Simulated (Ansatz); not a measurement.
Stretching the Be1–Cl3 bond in BeClH (SMILES [BeH][Cl]) (multiplicity 1 held, fragments rigid). Energies count from the point at 1.806 Å.
Geometry at that point (charge 0, multiplicity 1):
```xyz
3

Be     0.00000     0.00000    -1.33527
H      0.00000     0.00000    -2.65794
Cl     0.00000     0.00000     0.47053
```

Restricted levels (R-, RO-) in cc, def2 and unpolarised 6-31G sets keep to the state of the molecule at rest. Unrestricted levels (U-) break spin symmetry where that is lower. Active spaces are followed from a long bond inwards. Levels need not reach the same state.

Frozen-core correlation.

Codes used: Ansatz (Gaussian basis) for Hartree–Fock, density functionals and correlated methods. Each number belongs to the level named beside it.

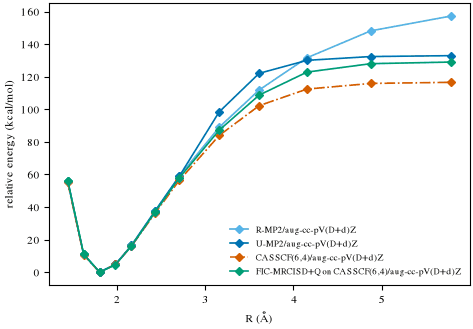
Fig. 1. Relative energy along the coordinate

Doubts at one or more of the structures used: a restricted determinant that unrestricted orbitals would lower (R-MP2/aug-cc-pV(D+d)Z); a spin-contaminated determinant (U-MP2/aug-cc-pV(D+d)Z); active orbitals that take no part (CASSCF(6,4)/aug-cc-pV(D+d)Z, FIC-MRCISD+Q on CASSCF(6,4)/aug-cc-pV(D+d)Z).

Ansatz is an electronic-structure program.
